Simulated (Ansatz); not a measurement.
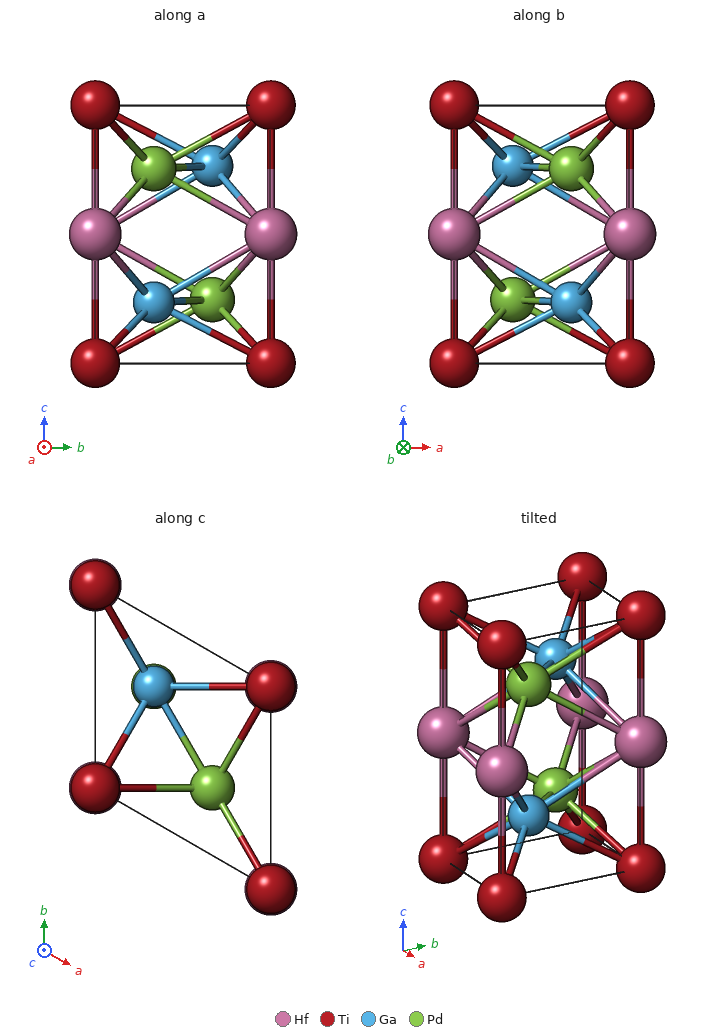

A ball-and-stick rendering, viewed along the a axis, along the b axis, along the c axis and slightly off an axis. Atoms at the boundary of the conventional unit cell (the box) are drawn once for each face, edge or corner they touch.

Lattice parameters: a = 4.4016 Å, b = 4.4016 Å, c = 5.5982 Å, α = 90.000°, β = 90.000°, γ = 120.000°.

Question: Transcribe the picture into a CIF in P1 with every atom of the cell, with free fractional coordinates to two decimals.

Answer:
```cif
data_structure
_symmetry_space_group_name_H-M 'P 1'
_symmetry_Int_Tables_number 1
_cell_length_a 4.4016
_cell_length_b 4.4016
_cell_length_c 5.5982
_cell_angle_alpha 90.000
_cell_angle_beta 90.000
_cell_angle_gamma 120.000
_cell_volume 93.93
loop_
_atom_site_label
_atom_site_type_symbol
_atom_site_fract_x
_atom_site_fract_y
_atom_site_fract_z
_atom_site_occupancy
Hf1 Hf 0.00 0.00 0.50 1
Ti1 Ti 0.00 0.00 0.00 1
Ga1 Ga 0.3333 0.6667 0.76 1
Ga2 Ga 0.6667 0.3333 0.24 1
Pd1 Pd 0.3333 0.6667 0.25 1
Pd2 Pd 0.6667 0.3333 0.75 1
```

The structure was taken from a structure type filled with these elements by a generator (whether the compound takes this form wasn't checked). Atoms and cell were optimised with Ansatz, DFT PBEsol, scalar-relativistic, plane waves, PAW.
